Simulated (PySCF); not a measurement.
# C4H5O3PS, SMILES `O=P(O)(O)c1ccsc1`: electronic structure

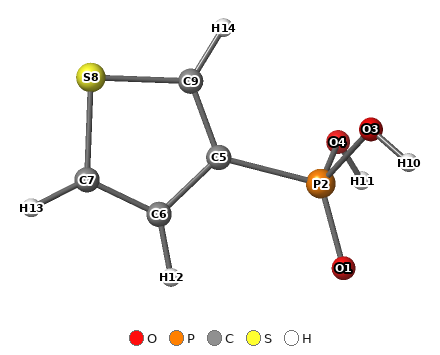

The molecule, with its atoms numbered as below. No frequency check shows the geometry to be a minimum.

Geometry (Å), atoms numbered from 1:

```
O1       2.2620   -1.3467   -0.0087
P2       1.5246   -0.0800   -0.0012
O3       1.8772    0.8480    1.2642
O4       1.8792    0.8632   -1.2519
C5      -0.2695   -0.1310   -0.0014
C6      -1.0130   -1.3344   -0.0009
C7      -2.3494   -1.1090   -0.0001
S8      -2.7195    0.5721    0.0002
C9      -1.0571    0.9779   -0.0007
H10      2.5335    0.4057    1.8028
H11      2.5363    0.4274   -1.7948
H12     -0.5487   -2.3033   -0.0016
H13     -3.1485   -1.8232    0.0002
H14     -0.7430    2.0018   -0.0008
```

## 1. Bonding charge

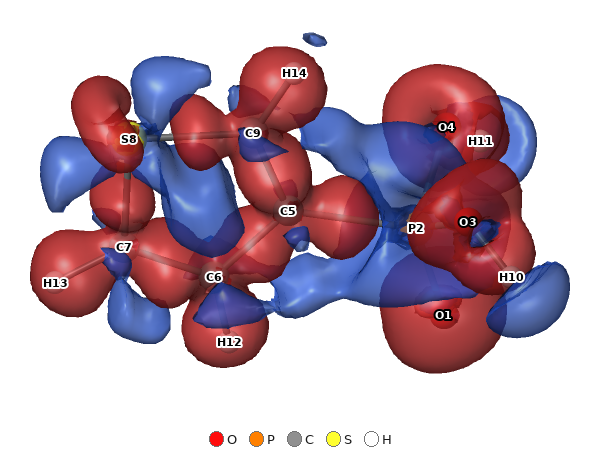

Deformation density (molecule less spherical, spin-averaged free atoms at the same positions), surfaces at ±0.06 e/Å³; red: gain, blue: loss.

PySCF calculation, PBE0/cc-pVDZ, gas phase; geometry: GFN2-xTB.

**How much density has each bond gained at its critical point, relative to the free atoms?**

The five largest and four smallest: O3–H10 and O4–H11: +0.74 e/Å³ at the bond critical point (bond length 0.96 Å, Mayer order 1.0). C9–H14: +0.73 e/Å³ at the bond critical point (bond length 1.07 Å, Mayer order 0.9). C6–H12: +0.73 e/Å³ at the bond critical point (bond length 1.07 Å, Mayer order 1.0). C7–H13: +0.72 e/Å³ at the bond critical point (bond length 1.07 Å, Mayer order 1.0). C6–C7: +0.60 e/Å³ at the bond critical point (bond length 1.35 Å, Mayer order 1.6). S8–C9: +0.28 e/Å³ at the bond critical point (bond length 1.71 Å, Mayer order 1.2). P2–C5: +0.20 e/Å³ at the bond critical point (bond length 1.79 Å, Mayer order 0.9). O1–P2: +0.12 e/Å³ at the bond critical point (bond length 1.47 Å, Mayer order 2.0). P2–O4 and P2–O3: +0.01 e/Å³ at the bond critical point (bond length 1.61 Å, Mayer order 1.2); up to 0.6 Å beside the axis the gain reaches +0.31 e/Å³. In all, 3.4 electrons gather in the regions of gain relative to the promolecule. A small or negative value marks a very polar bond, one between electron-rich atoms, whose free-atom densities already overlap strongly, a long bond to a heavier atom, or a closed-shell contact such as a hydrogen bond.

**Where do the Hirshfeld charges lie?**

The highest Hirshfeld charge is on P2 (+0.50 e), the lowest on O1 (−0.40 e).

```
atom  charge (e)
  O1       −0.40
  P2       +0.50
  O3       −0.24
  O4       −0.24
  C5       −0.09
  C6       −0.06
  C7       −0.08
  S8       +0.12
  C9       −0.07
 H10       +0.19
 H11       +0.19
 H12       +0.06
 H13       +0.06
 H14       +0.06
```

## 2. Bond critical points

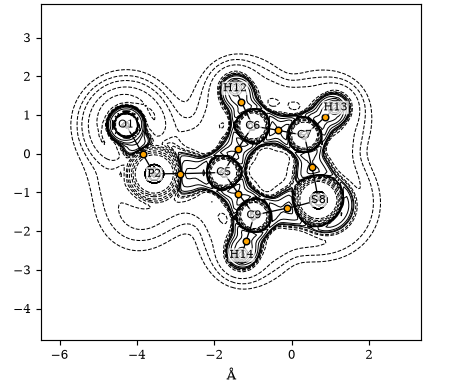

Negative Laplacian of the density (−∇²ρ) in a plane through 10 of the atoms (solid lines positive, dashed lines negative, contours at ±0.02 to ±8 a.u.), with bond paths and bond critical points (dots).

**At which bond critical points in this plane is charge locally concentrated, and at which depleted?**

Concentrated (∇²ρ < 0): C6–C7 (−0.78 a.u.); C5–C9 (−0.75 a.u.); C5–C6 (−0.67 a.u.); C9–H14 (−1.13 a.u.); C6–H12 (−1.12 a.u.); C7–H13 (−1.11 a.u.); S8–C9 (−0.46 a.u.); C7–S8 (−0.44 a.u.). Depleted (∇²ρ > 0): O1–P2 (+1.84 a.u., H = −0.111); P2–C5 (+0.11 a.u., H = −0.146). A positive Laplacian with clearly negative H marks a strongly polar covalent bond, whose critical point lies close to the core of the less electronegative atom.

**Where along C9–H14 does the critical point lie?**

0.70 Å from C9 and 0.37 Å from H14.

## 3. Local ionisation energy

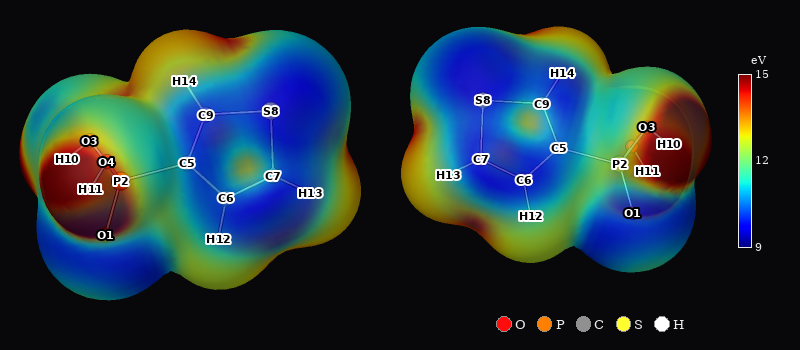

Average local ionisation energy on the surface of electron density 0.001 a.u. (back view left, front view right).

**Locate the minima of the map.**

The lowest value is 9.4 eV, off the C6–C7 bond (2.1 to 2.2 Å from its atoms), and at like points elsewhere. Further minima include 9.4 eV, 2.2 Å from S8, and at like points elsewhere; 9.7 eV, over C9, off the plane of its three bonds (2.0 Å), and at like points elsewhere. For comparison, the highest occupied orbital lies at −7.2 eV.

**What volume does the surface enclose, and what is the dipole moment?**

About 163 Å³; the dipole moment is 1.0 D.

## 4. Excited states

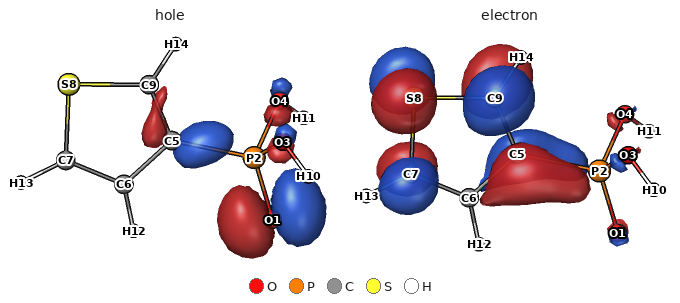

Leading natural transition orbital pair of S₃ (TDA singlet states); the surfaces enclose about 70 % of each orbital's density.

Computed with PySCF, PBE0/def2-SVP, geometry: GFN2-xTB. Without diffuse functions Rydberg states are missing, so the states' numbers hold for this basis only.

**What kind of excitation is it, and where does it lie?**

6.42 eV (193 nm), f = 0.000 (dark), charge transfer, whose energy this functional puts too low; the leading pair carries 100 %; hole on O1 (59 %), P2 (13 %) and C5 (8 %), electron on C9 (27 %), S8 (22 %) and C5 (15 %); their centroids lie 2.9 Å apart. In canonical orbitals it is mainly HOMO−2 → LUMO (97 %). The HOMO–LUMO gap is 6.43 eV.

## 5. Removing or adding an electron

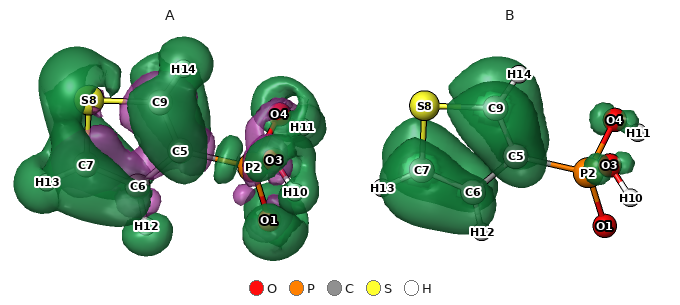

The Fukui function f⁻ from two separate SCF calculations and the density of the HOMO, at ±0.01 e/Å³ (green positive, purple negative).

Method: BLYP/6-31+G*; geometry: GFN2-xTB; program: PySCF.

**Which panel is which, and how good is the frozen-orbital picture?**

A is f⁻ (it has negative regions), B the HOMO density. The HOMO lies on C7 (29 %), C9 (28 %) and C6 (14 %); f⁻ (Hirshfeld-condensed) is largest on S8 (0.16), C7 (0.14) and C9 (0.13); the vertical ionisation energy is 8.83 eV (the stability of the cation's solution wasn't checked). Relaxation shifts 41 % of the electron between atoms. The orbital energy is −6.05 eV.

## 6. Magnetic shielding

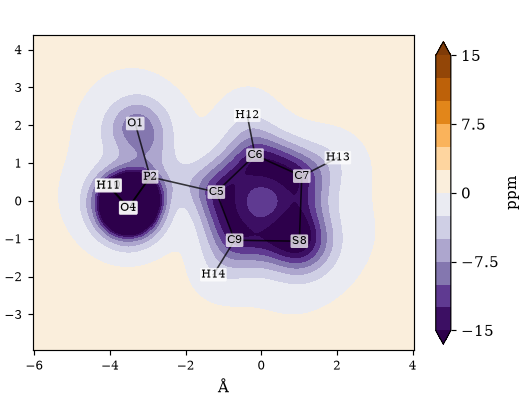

Isotropic NICS 1.0 Å above the plane of the 5-membered ring C5/C6/C7/S8/C9; GIAO shieldings; atoms are projected onto the map; negative values mean shielding.

PySCF calculation, PBE/6-31G*, gas phase; geometry: GFN2-xTB.

**What does the map say about the ring?**

It is strongly diatropic (aromatic): NICS(0) = −13.4, NICS(1) = −10.8, NICS(1)zz = −27.0 ppm.

The PySCF runs shown took 44 s, 6.5 min, 20 min and 100 s on 1 thread of AMD EPYC (Zen 3), on a shared host.
